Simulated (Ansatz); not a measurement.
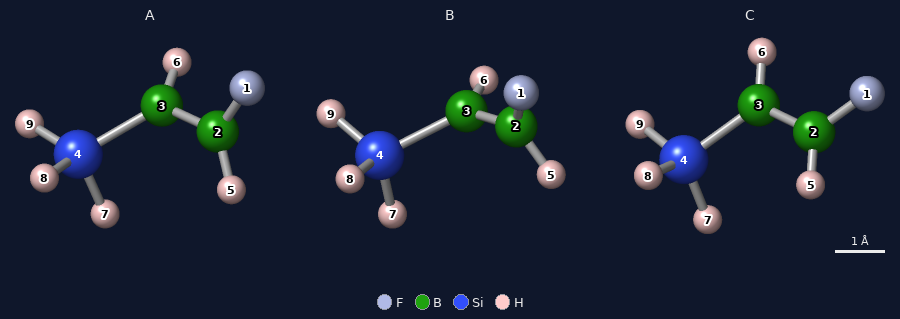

3 geometries from one relaxation of B₂SiH₅F (coarse preliminary run), in shuffled order. A ball-and-stick model, seen at a tilt.

The start comes from a force field.

Method: RKS PBE-D4/def2-SVP in Ansatz 0.2.0. (force threshold 0.03 eV/Å; at most 200 steps)

Order the frames from highest to lowest energy.

C, A, B. They are steps 0, 4, 14, at +0.743 eV, +0.193 eV relative to the last. Over 14 geometry steps the energy falls by 0.743 eV. Largest force component: 2.7 eV/Å at the start, 0.024 eV/Å at the end. F1 moves most after the best rigid fit: 1.27 Å. Largest moves by element: F 1.27 Å, H 0.99 Å, B 0.24 Å, Si 0.13 Å. Some distances before and after: B3–Si4 1.946 → 2.023 Å, F1–B2 1.408 → 1.337 Å, Si4–H8 1.435 → 1.506 Å, B2–H5 1.189 → 1.234 Å. Bond angles that change, for instance: Si4–B3–H6 120.9° → 115.0°, F1–B2–B3 121.3° → 127.2°, B3–B2–H5 121.5° → 116.7°. Groups turn about B2–B3 by about 90°, B3–Si4 by about 40°. The run took 20 s on 2 threads of Arm Neoverse V1, with other jobs on the host.
